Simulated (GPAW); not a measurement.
Consider MgNi3C (Pm-3m).

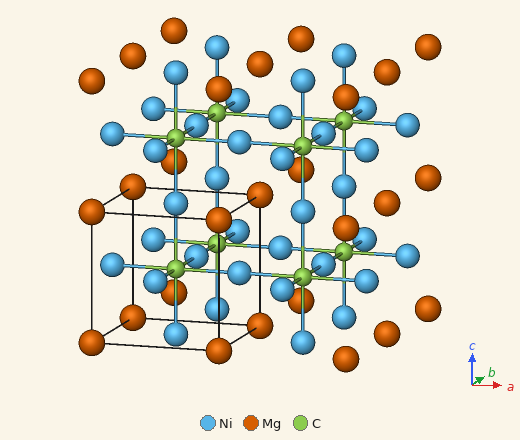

The structure (nickel blue, magnesium orange, carbon green). 2×2×2 cells are drawn. Some periodic images of atoms are drawn too.

```xyz
5
Lattice="3.8089 0.0000 0.0000 0.0000 3.8089 0.0000 0.0000 0.0000 3.8089" Properties=species:S:1:pos:R:3 pbc="T T T"
Ni    1.9044    1.9044    0.0000
Ni    1.9044    0.0000    1.9044
Ni    0.0000    1.9044    1.9044
Mg    0.0000    0.0000    0.0000
C     1.9044    1.9044    1.9044
```

Absorber: atom 1, with 2 C at 1.90 Å (linear, site symmetry 4/mmm). Method: GPAW, LDA, excited-electron core hole (neutral cell), 10-atom cell with 5.4 Å between holes, 6×6×6 k points, dipole transitions, Gaussian full width 1.44 eV up to 4 eV, rising linearly to 3.5 eV at 25 eV.

**Question.** Predict the near-edge structure at the Ni K edge.

Main maxima up to 30 eV above the zero (height): 0.6 eV (0.40), 7.5 eV (1.28), 16.6 eV (1.61) and 20.5 eV (1.69). A K edge sees empty p states, which here mix into the lowest empty bands, so that weight starts at the zero. The total-energy difference is 8311.85 eV. The tabulated edge of the element is 8333 eV. The functional leaves an error in such absolute values: in the free atom LDA prices this hole 17.6 eV below PBE (computed apart), and PBE is itself good to a few eV.

The Ni K spectrum (energy from the lowest empty level; intensity scaled to a mean of 1 over the first 20 eV):

| E (eV) | intensity |
| --- | --- |
| -2.0 | 0.00 |
| -0.5 | 0.15 |
| 1.0 | 0.37 |
| 2.5 | 0.43 |
| 4.0 | 0.68 |
| 5.5 | 0.79 |
| 7.0 | 1.18 |
| 8.5 | 1.03 |
| 10.0 | 0.81 |
| 11.5 | 0.87 |
| 13.0 | 0.94 |
| 14.5 | 1.26 |
| 16.0 | 1.57 |
| 17.5 | 1.55 |
| 19.0 | 1.52 |
| 20.5 | 1.69 |
| 22.0 | 1.51 |
| 23.5 | 1.40 |
| 25.0 | 1.40 |
| 26.5 | 1.29 |
| 28.0 | 1.06 |
| 29.5 | 0.87 |
| 31.0 | 0.85 |

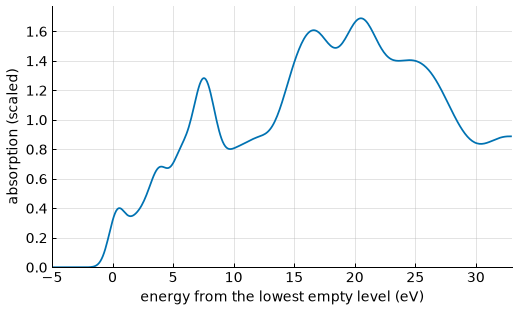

The Ni K edge.

The hole lies in one spin channel, while the script sums the empty states of both and takes the lower zero; where the two channels are split, this blurs and shifts the curve. Quadrupole 1s→3d transitions, which feed the pre-edge, are not in the dipole spectrum. The starting moments shrank to 0.00 μB or less, so this is hardly a magnetic state. The holes are only 5.4 Å apart, so the shape is probably not converged with cell size; no larger cell was run here. The mesh is coarse (0.27 Å⁻¹ between points), so small maxima may be mesh ripples. Lifetime broadening is put in by hand, and intensities beyond about 20 eV depend on it and on the partial waves. The structure is a published determination, not relaxed.

[Banner, clock and machine lines of the logs are left out without a mark of their own.]

[Logs are printed without paths, hosts, clocks, repeated set-up lines and the standing remarks that a program may print on its own settings, such as how far it seeks lower states.]

[Hosts, paths, dates, database ids (printed as entryN), source tags and the programs' standing remarks are cut or masked in the printed files.]

[Lists of maxima count a maximum above −3 eV only where it reaches 4 % of the highest in the window and stands out from its surroundings by 2 % of it (1.5 % where it reaches 55 %); shoulders and weaker maxima are passed over, and of the rest the first, up to two pre-edge ones and the few strongest are named.]
